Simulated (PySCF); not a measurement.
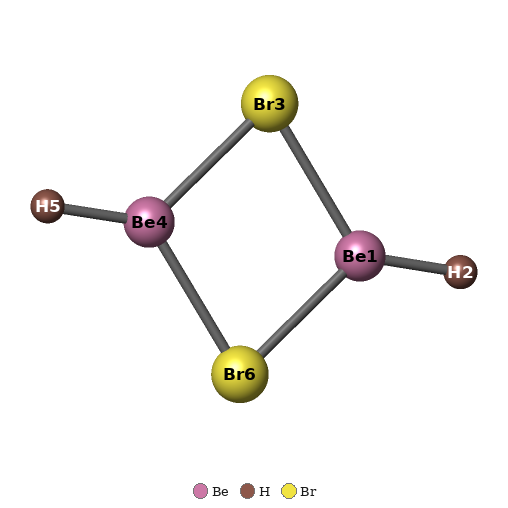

The geometry was computed by an optimisation with PBE0-D3(BJ)/def2-SVP. No frequency run is at hand to confirm it as a minimum. Electric field gradients from the ground-state density, B3LYP/pcJ-1 (pcSseg-1 on Br) (PySCF 2.14.0), non-relativistic apart from any core potentials.

Give the largest field-gradient component, the quadrupole coupling constant and the asymmetry for 79Br at Br3 (Q = 313 mb).

```json
{"atom": "Br3", "V_zz (a.u.)": "−1.814", "e²qQ/h (MHz)": "−133.4", "η": "0.05"}
```
